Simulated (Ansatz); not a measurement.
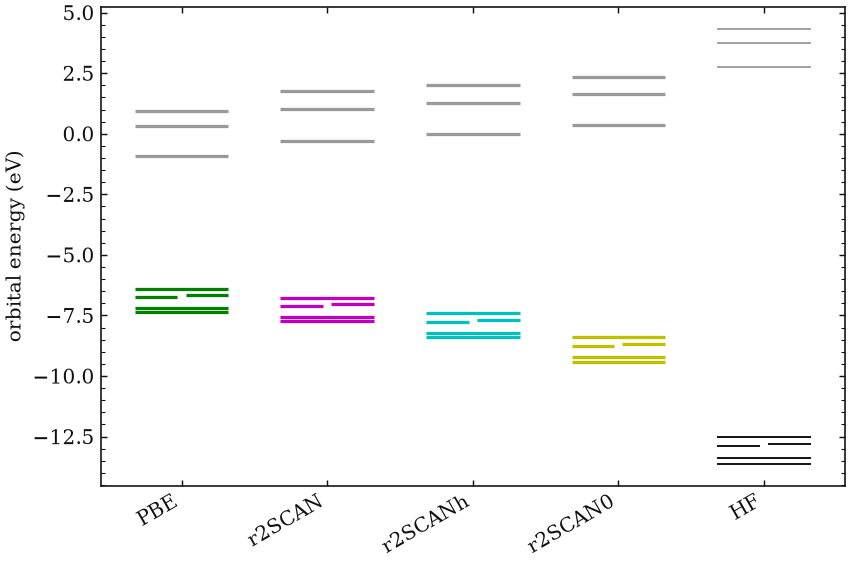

Frontier orbital energies of AlH₅O₄, SMILES [OH][Al-]([OH])([OH])[OH2+], singlet at one geometry, def2-TZVPP, the Ansatz code 0.2.0, at a PBE0-D4/def2-TZVP geometry (a minimum by its frequencies). Empty levels are grey, levels within 0.1 eV stand side by side; all columns show the same few orbitals around the gap.

Question: Compare the HOMO-LUMO separations.

Answer: The separation grows from 5.45 eV (PBE) to 15.27 eV (HF).

```
  level  HOMO (eV)  LUMO (eV)  separation (eV)
    PBE      −6.39      −0.93             5.45
 r2SCAN      −6.76      −0.28             6.48
r2SCANh      −7.40      −0.01             7.40
r2SCAN0      −8.38       0.38             8.76
     HF     −12.50       2.77            15.27
```

Limits of at least one run: empty levels above zero depend strongly on the basis.
